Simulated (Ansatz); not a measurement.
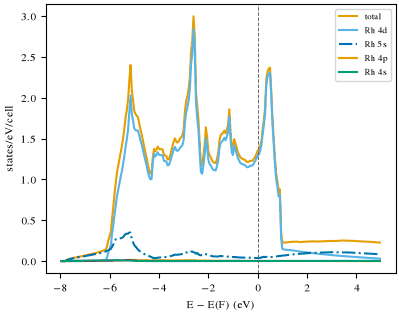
Figure. Total and projected density of states of Rh (fcc (Cu type), Fm-3m), the program Ansatz at the PBE level (PAW)

### Question
Which orbitals carry the states next to the Fermi level?

### Answer
Within 0.5 eV of the Fermi level: Rh 4d 96 %. Projections are on Löwdin-orthogonalised atomic valence shells; empty p or d shells of many metals are not among them.

### Question
Where is the tallest occupied peak in this window, and what makes it?

### Answer
Near -2.6 eV, about 3.0 states/eV per cell; the largest projected share is Rh 4d.

The cell was relaxed with PBE under the symmetry of its start. No spin polarisation was allowed. Spin–orbit coupling is left out wherever it is not named.

Potentials: the earlier of the program's two PAW sets.
